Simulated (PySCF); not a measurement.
# PBE/cc-pVTZ run of GaCl (SMILES [Cl][Ga])

What is the vertical singlet–triplet gap of GaCl at PBE/cc-pVTZ? 

Program for the calculation: PySCF 2.14.0.

4 further runs of the same task are left out: 4 set aside as unsound or not needed.

### 1 The molecule

GaCl has 2 atoms, charge 0, and is taken as a singlet. As SMILES, `[Cl][Ga]`. The shape is that of a PBE0-D4/def2-TZVP optimisation.

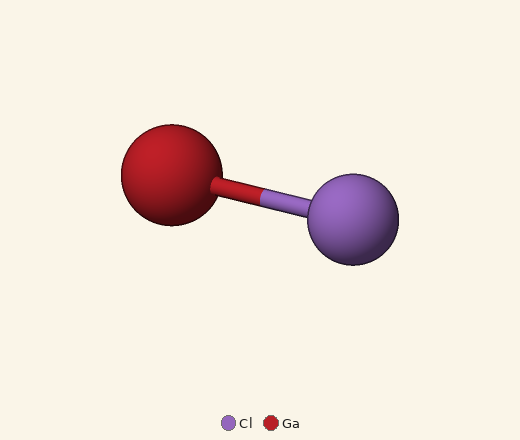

The structure, seen from a chosen angle (chlorine purple, gallium red).

### 2 The energy at PBE/cc-pVTZ

job.py

```python
from pyscf import gto, dft

mol = gto.M(
    atom='''
Cl   0.000000   0.000000  -0.023560
Ga   0.000000   0.000000   2.192160
''',
    max_memory=1860,
    verbose=4,
    basis='cc-pvtz',
    spin=0,
)

myscf = dft.RKS(mol, xc='pbe')
myscf.grids.level = 5
myscf.conv_tol = 1e-10
myscf.kernel()
if not myscf.converged:
    myscf = myscf.newton().run(myscf.mo_coeff, myscf.mo_occ)

e_final = myscf.e_tot
print(f'total energy: {e_final:.8f} hartree')
```

Run with:

```bash
$ OMP_NUM_THREADS=1 python job.py
```

What it wrote:

```text
PySCF version 2.14.0

[INPUT] num. atoms = 2
[INPUT] num. electrons = 48
[INPUT] charge = 0
[INPUT] spin (= nelec alpha-beta = 2S) = 0
[INPUT] symmetry False subgroup None
[INPUT] Mole.unit = angstrom
[INPUT] Symbol           X                Y                Z      unit          X                Y                Z       unit  Magmom
[INPUT]  1 Cl     0.000000000000   0.000000000000  -0.023560000000 AA    0.000000000000   0.000000000000  -0.044521947495 Bohr   0.0
[INPUT]  2 Ga     0.000000000000   0.000000000000   2.192160000000 AA    0.000000000000   0.000000000000   4.142582021227 Bohr   0.0

nuclear repulsion = 125.862649682649
number of shells = 19
number of NR pGTOs = 170
number of NR cGTOs = 77
basis = cc-pvtz
ecp = {}

******** <class 'pyscf.dft.rks.RKS'> ********
method = RKS
initial guess = minao
damping factor = 0
level_shift factor = 0
DIIS = <class 'pyscf.scf.diis.CDIIS'>
diis_start_cycle = 1
diis_space = 8
diis_damp = 0
SCF conv_tol = 1e-10
SCF conv_tol_grad = None
SCF max_cycles = 50
direct_scf = True
direct_scf_tol = 1e-13
XC library pyscf.dft.libxc version 7.0.0
    S. Lehtola, C. Steigemann, M. J.T. Oliveira, and M. A.L. Marques.,  SoftwareX 7, 1–5 (2018)
XC functionals = pbe
    J. P. Perdew, K. Burke, and M. Ernzerhof.,  Phys. Rev. Lett. 77, 3865 (1996)
    J. P. Perdew, K. Burke, and M. Ernzerhof.,  Phys. Rev. Lett. 78, 1396 (1997)
    J. P. Perdew, K. Burke, and M. Ernzerhof.,  Phys. Rev. Lett. 77, 3865 (1996)
    J. P. Perdew, K. Burke, and M. Ernzerhof.,  Phys. Rev. Lett. 78, 1396 (1997)
radial grids:
    Treutler-Ahlrichs [JCP 102, 346 (1995); DOI:10.1063/1.469408] (M4) radial grids

becke partition: Becke, JCP 88, 2547 (1988); DOI:10.1063/1.454033
pruning grids: <function nwchem_prune>
grids dens level: 5
symmetrized grids: False
atomic radii adjust function: <function treutler_atomic_radii_adjust>
small_rho_cutoff = 0
Set gradient conv threshold to 1e-05
Initial guess from minao.
tot grids = 88328
init E= -2384.18680800168
  HOMO = -0.243385448615326  LUMO = -0.0782568638903664  gap/eV = 4.49338
cycle= 1 E= -2384.62718443134  delta_E= -0.44  |g|= 0.597  |ddm|= 1.25
  HOMO = -0.198603837039267  LUMO = -0.104210209955614  gap/eV = 2.56858
cycle= 2 E= -2384.09588344371  delta_E= 0.531  |g|= 1.46  |ddm|= 1.71
  HOMO = -0.239957979718359  LUMO = -0.0808909877916283  gap/eV = 4.32843
cycle= 3 E= -2384.67940375726  delta_E= -0.584  |g|= 0.256  |ddm|= 1.35
  HOMO = -0.23478458908728  LUMO = -0.0869488490372645  gap/eV = 4.02282
cycle= 4 E= -2384.69537030585  delta_E= -0.016  |g|= 0.075  |ddm|= 0.34
  HOMO = -0.240099156825934  LUMO = -0.0898046079742694  gap/eV = 4.08972
cycle= 5 E= -2384.69674787993  delta_E= -0.00138  |g|= 0.015  |ddm|= 0.0512
  HOMO = -0.238990178505741  LUMO = -0.088310375609394  gap/eV = 4.10021
cycle= 6 E= -2384.69685195182  delta_E= -0.000104  |g|= 0.00122  |ddm|= 0.0222
  HOMO = -0.239155456268638  LUMO = -0.088367939305323  gap/eV = 4.10314
cycle= 7 E= -2384.69685235635  delta_E= -4.05e-07  |g|= 0.000332  |ddm|= 0.00172
  HOMO = -0.239148432832555  LUMO = -0.0883529625474407  gap/eV = 4.10335
cycle= 8 E= -2384.69685239102  delta_E= -3.47e-08  |g|= 8.68e-05  |ddm|= 0.000306
  HOMO = -0.239151193682383  LUMO = -0.0883560126034467  gap/eV = 4.10335
cycle= 9 E= -2384.69685239357  delta_E= -2.55e-09  |g|= 8.02e-06  |ddm|= 0.000129
  HOMO = -0.239149651004127  LUMO = -0.0883550754230511  gap/eV = 4.10333
cycle= 10 E= -2384.69685239359  delta_E= -2e-11  |g|= 8.33e-07  |ddm|= 1.11e-05
  HOMO = -0.239149950228431  LUMO = -0.0883553347128904  gap/eV = 4.10333
Extra cycle  E= -2384.69685239359  delta_E= -6.37e-12  |g|= 1.19e-06  |ddm|= 2.55e-06
converged SCF energy = -2384.69685239359
total energy: -2384.69685239 hartree
```

It took 7.2 s on 1 thread of Arm Neoverse V1, shared host; peak memory 0.36 GiB.

### 3 The triplet, same level

calc.py

```python
from pyscf import gto, dft

molecule = gto.Mole()
molecule.atom = 'Cl -0.000000 0.000000 -0.023560; Ga 0.000000 -0.000000 2.192160'
molecule.max_memory = 1860
molecule.verbose = 3
molecule.spin = 2
molecule.basis = 'cc-pvtz'
molecule.build()

mf = dft.UKS(molecule)
mf.xc = 'pbe'
mf.conv_tol = 1e-10
mf.grids.level = 5
mf.kernel()
if not mf.converged:
    mf = mf.newton().run(mf.mo_coeff, mf.mo_occ)

e_tot = mf.e_tot
print(f'total energy: {e_tot:.8f} hartree')
```

Run with:

```bash
$ OMP_NUM_THREADS=1 python calc.py
```

What it wrote:

```text
WARN: HOMO -0.0782568638903672 >= LUMO -0.243385448615325

WARN: HOMO -0.152248368272972 >= LUMO -0.214584847852056

WARN: HOMO -0.112020354310397 >= LUMO -0.236172596179266

WARN: HOMO -0.12187530018673 >= LUMO -0.234485242314022

WARN: HOMO -0.12278815881904 >= LUMO -0.238123735810008

WARN: HOMO -0.121172217356571 >= LUMO -0.235193694428609

WARN: HOMO -0.120703289699086 >= LUMO -0.234311245135467

WARN: HOMO -0.12108834074709 >= LUMO -0.234644124699724

WARN: HOMO -0.121030776851634 >= LUMO -0.234601442817154

WARN: HOMO -0.121025496345669 >= LUMO -0.234602345542987

WARN: HOMO -0.12102639883054 >= LUMO -0.234605262501251

WARN: HOMO -0.121025578160588 >= LUMO -0.234604828021873

WARN: HOMO -0.121025767017507 >= LUMO -0.234604932067247

converged SCF energy = -2384.56594161499  <S^2> = 2.0023815  2S+1 = 3.0015872
total energy: -2384.56594161 hartree
```

Run time: 13 s. Hardware: 1 thread of Arm Neoverse V1, shared host; peak memory 0.37 GiB.

### 4 Results

Level: PBE/cc-pVTZ.

```
                                        quantity           value
                           singlet: total energy  -2384.69685 Eh
                          singlet: dipole moment          2.19 D
                            singlet: HOMO energy        -6.51 eV
                            singlet: LUMO energy        -2.40 eV
                          singlet: HOMO–LUMO gap         4.10 eV
                           triplet: total energy  -2384.56594 Eh
                          triplet: dipole moment          1.41 D
     triplet: HOMO energy (highest over α and β)        -3.29 eV
                                   triplet: ⟨S²⟩           2.002
vertical energy of the triplet above the singlet        3.562 eV
```

What this shows: At this shape the triplet lies 3.56 eV (344 kJ/mol) above the singlet.
